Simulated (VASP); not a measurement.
Band structure of AgI (zinc blende). Method: PBEsol GGA with spin-orbit coupling, VASP's PBE PAW potentials (set 64) (plane waves; VASP).

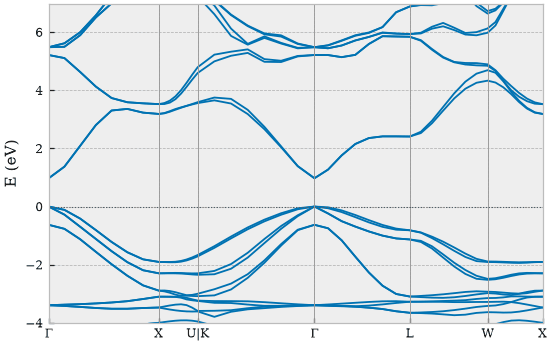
Fig. 1. Bands along high-symmetry lines, zero at the valence-band maximum or, without a gap, the Fermi level

Problem. Read the plot: is there a gap, and where are the band edges?

Solution. The gap is direct, 0.97 eV, from the valence maximum at Γ to the conduction minimum at Γ.

The compound is AgI in the zinc blende structure, whereas wurtzite is the usual form. It was relaxed first.
